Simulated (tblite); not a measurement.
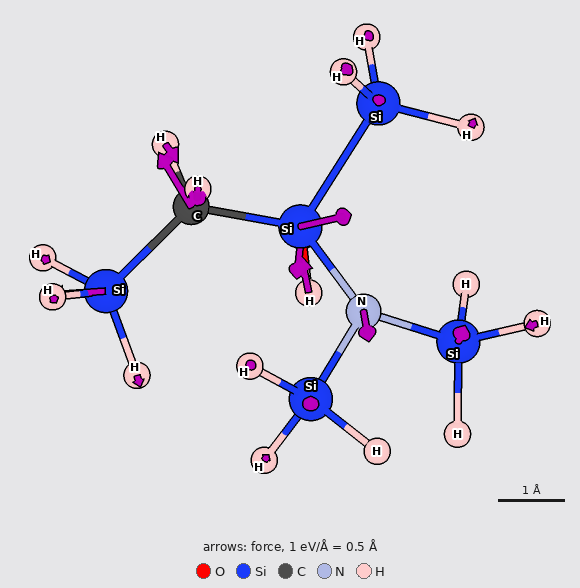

Starting geometry of CH$_{15}$NOSi$_{5}$ with the computed forces as purple arrows. A ball-and-stick model, seen face on.

Theory: GFN2-xTB geometry optimisation, gas phase in tblite. 

Is this structure relaxed? If not, where do the atoms go?

It isn't relaxed: the largest force vector, on a Si atom, is 2.69 eV/Å. The final displacements have little in common with the starting forces (cosine between the two patterns 0.08). After 265 geometry steps the energy has fallen by 90.7 kJ/mol. The atom that moves furthest after the best rigid fit is an H atom (2.52 Å). Largest moves by element: H 2.52 Å, Si 1.19 Å, O 0.58 Å, C 0.31 Å, N 0.23 Å. Among the contacts that change: O–Si 1.731 → 1.632 Å, C–Si 1.827 → 1.910 Å, C–Si 1.841 → 1.895 Å, N–Si 1.787 → 1.736 Å. Bond angles that change, for instance: Si–Si–C 105.0° → 116.6°, C–Si–N 117.4° → 106.4°, Si–O–H 111.9° → 121.4°. Groups turn about C–Si by about 45°, O–Si by about 35°. Cost: 6.5 s on 1 thread of Arm Neoverse N1, on a shared host.
